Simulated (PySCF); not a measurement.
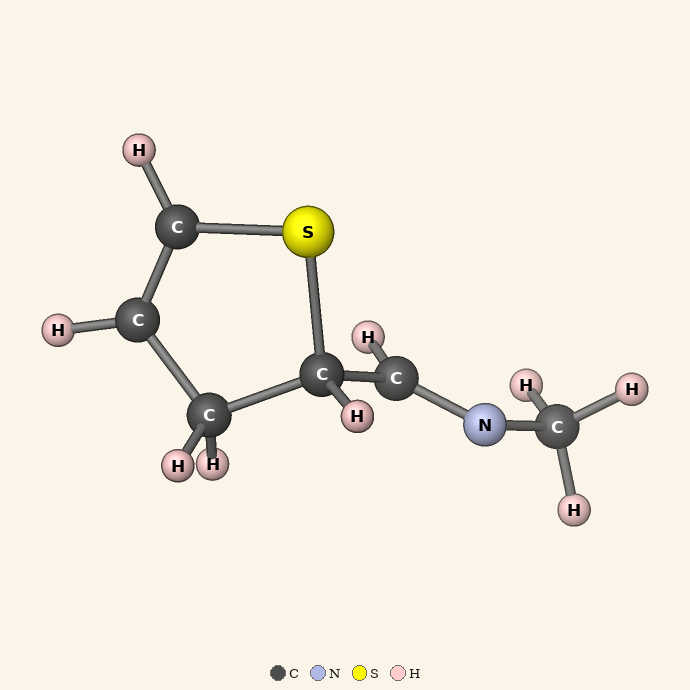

Every bond is drawn as one stick, whatever its order.

Computed geometry: GFN2-xTB optimisation. No frequency run is at hand to confirm it as a minimum.

Count the atoms of each element.

C6H9NS, 17 atoms: 6 carbon, 9 hydrogen, 1 nitrogen and 1 sulfur.

Describe its rings.

Independent rings (smallest set): 1 of 5 members.

What is its SMILES?

C/N=C/[C@@H]1CC=CS1

Which point group does it belong to?

C1.

The parts below concern this one geometry. Atoms keep their numbers from picture to picture.

### Electronic properties

No frequency run is at hand to confirm it as a minimum. Properties computed with PBE0/def2-SVPD, gas phase (PySCF 2.14.0). Excitations: vertical, linear response.

What does the calculation give?

- dipole moment: 2.14 D
- HOMO energy (Kohn–Sham orbital): −6.02 eV
- LUMO energy (Kohn–Sham orbital): −0.50 eV
- HOMO–LUMO gap: 5.52 eV
- mean static polarisability: 99.0 bohr³
- lowest vertical singlet excitation: 4.32 eV
- its oscillator strength: 0.028
- brightest of the 6 lowest singlets: 5.62 eV
- its oscillator strength: 0.05

### NMR shielding

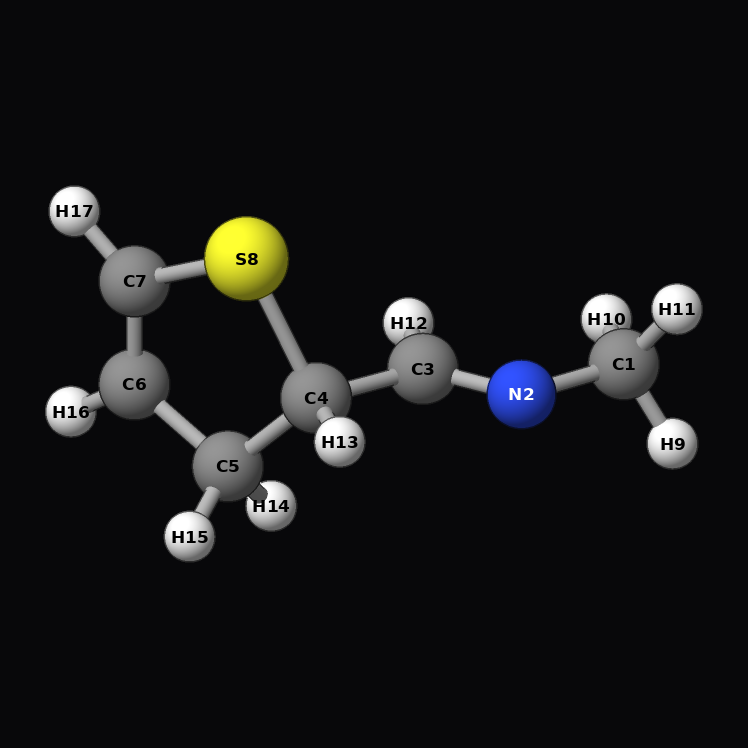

No frequency run is at hand to confirm it as a minimum. Properties computed with GIAO PBE0/pcSseg-1 NMR shielding, non-relativistic, gas phase (PySCF 2.14.0). Principal shieldings σ11 ≤ σ22 ≤ σ33, span Ω = σ33 − σ11, skew κ = 3(σiso − σ22)/Ω.

Give the shielding tensors of the N atoms.

| atom | σ11 | σ22 | σ33 | σiso | Ω | κ |
| --- | --- | --- | --- | --- | --- | --- |
| N2 | −445.2 | −94.1 | 253.1 | −95.4 | 698.4 | −0.01 |

Shieldings and span in ppm.

### Bond orders

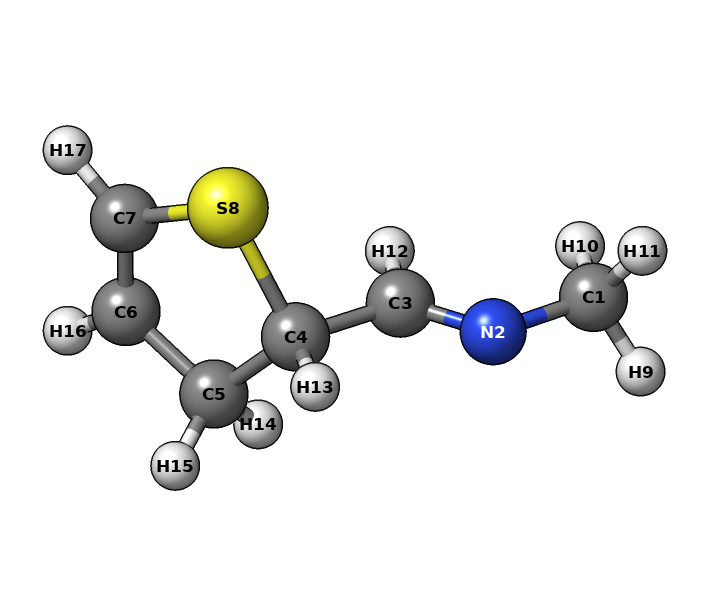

Every bond is drawn as one stick. No frequency run is at hand to confirm it as a minimum. Level of theory: PBE0/pcSseg-1 (PySCF 2.14.0).

Which bond between heavy atoms has the highest Mayer bond order?

N2–C3, 1.93, at a length of 1.254 Å.

List the Mayer bond orders of C1–N2, N2–C3, C3–C4, C4–C5, C4–S8, C5–C6, C6–C7, C7–S8 (bonds between heavy atoms, one of each equivalent set).

```csv
bond,Mayer order,length (Å)
C1–N2,0.99,1.427
N2–C3,1.93,1.254
C3–C4,0.91,1.489
C4–C5,0.98,1.536
C4–S8,1.00,1.851
C5–C6,1.02,1.499
C6–C7,1.82,1.324
C7–S8,1.03,1.750
```
